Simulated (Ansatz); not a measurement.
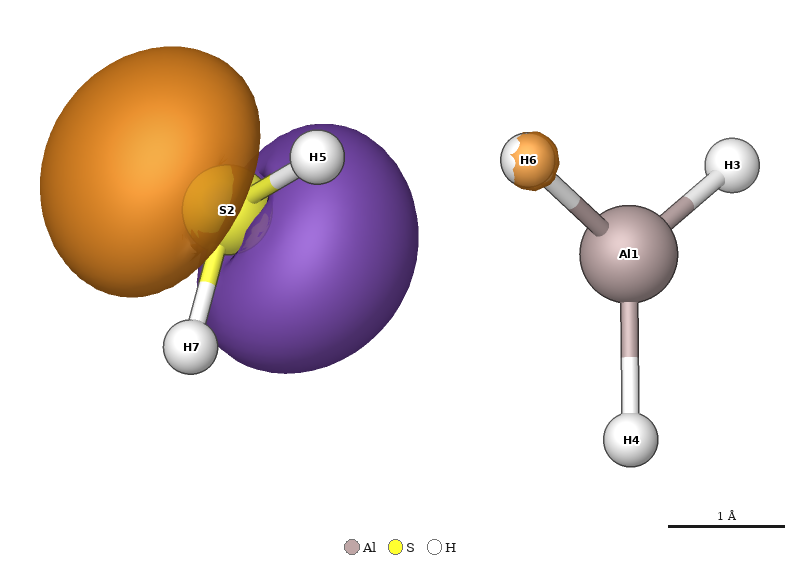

AlH$_{3}$···H$_{2}$S. The HOMO at ±0.15 Å⁻³ᐟ² (orange and purple are the two phases), seen across its widest extent.

Not at a stationary point (largest force 0.9 eV/Å).

Computed with RKS r2SCAN-D4/6-31G in Ansatz 0.2.0.

```yaml
atoms:
  - { symbol: Al, position_ang: [-1.4157, 0.0161, 0.0110] }
  - { symbol: S, position_ang: [2.0787, -0.1072, -0.6213] }
  - { symbol: H, position_ang: [-2.2500, -0.4468, -1.2790] }
  - { symbol: H, position_ang: [-1.4811, 1.5205, 0.5699] }
  - { symbol: H, position_ang: [1.2815, -0.8365, 0.2254] }
  - { symbol: H, position_ang: [-0.5552, -1.0176, 0.7835] }
  - { symbol: H, position_ang: [2.3421, 0.8715, 0.3104] }
```

**Where does this orbital lie, and at what energy?**

It lies mainly on S2 (about 90 %); largely a lone pair of S2. Its energy is −6.92 eV.
